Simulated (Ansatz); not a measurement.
**CHOSb (triplet): density, localisation and related maps**

Input

```
basis:
  gaussian:
    orbitals: def2-TZVPD
crystal:
  periodic: [false, false, false]
  atoms:
    - {symbol: C, position_ang: [-3.433904, 0.858428, 0.930949]}
    - {symbol: O, position_ang: [-3.220804, 1.637872, 0.048630]}
    - {symbol: Sb, position_ang: [-4.205759, 1.485586, 2.906512]}
    - {symbol: H, position_ang: [-3.248687, -0.230717, 0.788824]}
magnetization:
  spin_polarized: true
  initial_magnetization: 2
hamiltonian:
  xc: pbe0
output: {forces: true, orbitals: {seedname: orbitals}}
```

Command:

```sh
ansatz run input.yaml --threads 2 --pin off --max-ram 4350MiB --events-out events.jsonl --progress --plain --runs-dir runs
```

Geometry: PBE0-D4/def2-TZVP; core potentials replace the inner electrons of Sb.

The calculation used isolated molecule in a Gaussian basis; Kohn-Sham density functional theory, functional PBE0 in Ansatz 0.2.0.

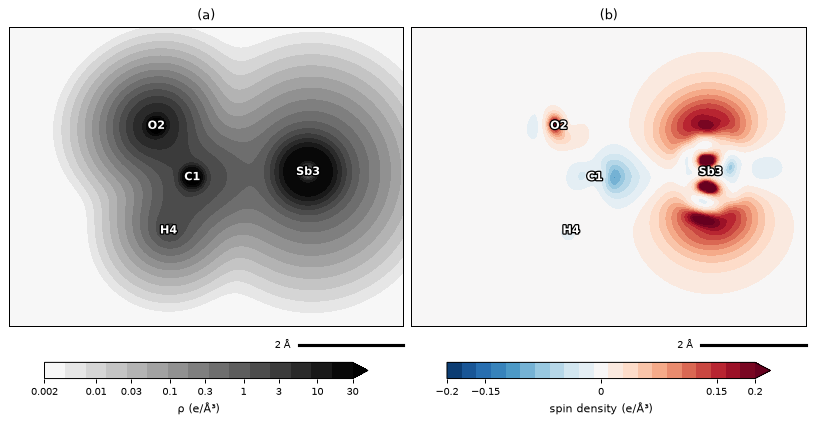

Figure 1. (a) electron density; (b) spin density on the molecular plane.

> Describe what can be read from this map.

- The plane passes through C, O, Sb and H nuclei.
- C–O (1.20 Å): the density is about 3.5 e/Å³ at the midpoint.
- C–Sb (2.21 Å): ρ at the midpoint is about 0.69 e/Å³.
- C–H (1.11 Å): ρ is about 2 e/Å³ halfway.
- The unpaired spin (2 electrons) lies mostly on Sb3 (about 1.9) and O2 (about 0.1), in electrons by Hirshfeld's partition.

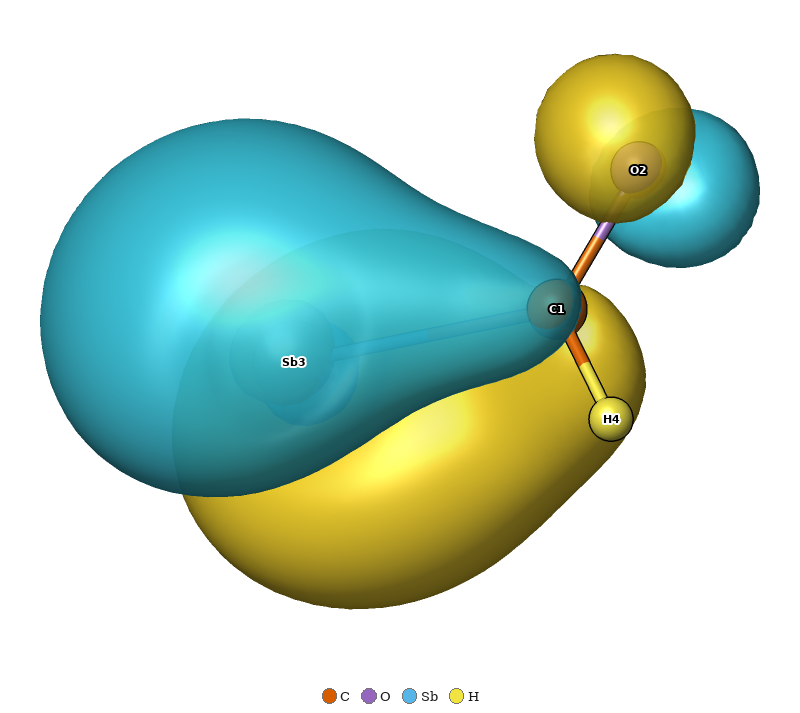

Figure 2. The LUMO (β) at ±0.1 Å⁻³ᐟ² (yellow and cyan are the two phases), seen at a tilt.

> What is the character of this orbital?

By Hirshfeld shares it lies mainly on Sb3 (about 80 %), C1 (about 10 %) and O2 (about 10 %); it changes sign across the molecular plane (π type); π-antibonding (a node) across C1–O2. Its energy is −3.43 eV.

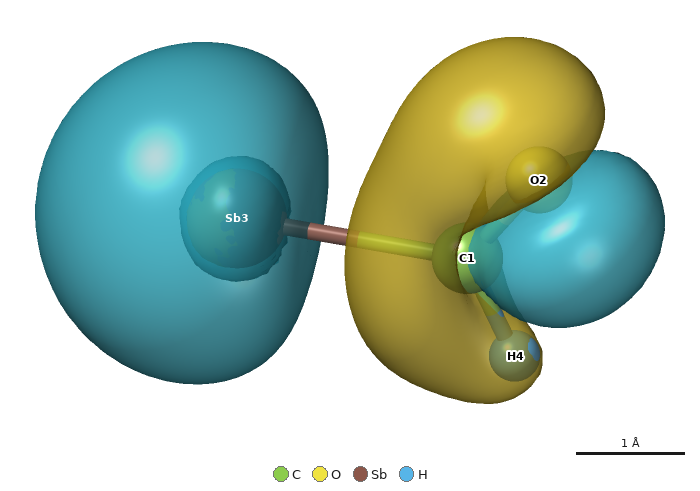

Figure 3. The HOMO−1 (β) at ±0.08 Å⁻³ᐟ² (yellow and cyan are the two phases), seen at a tilt.

> Where does this orbital lie, and at what energy?

It lies mainly on Sb3 (about 45 %), O2 (about 35 %) and C1 (about 20 %); it is symmetric in the molecular plane (an in-plane orbital: σ, lone-pair or in-plane π type). Its energy is −10.86 eV.
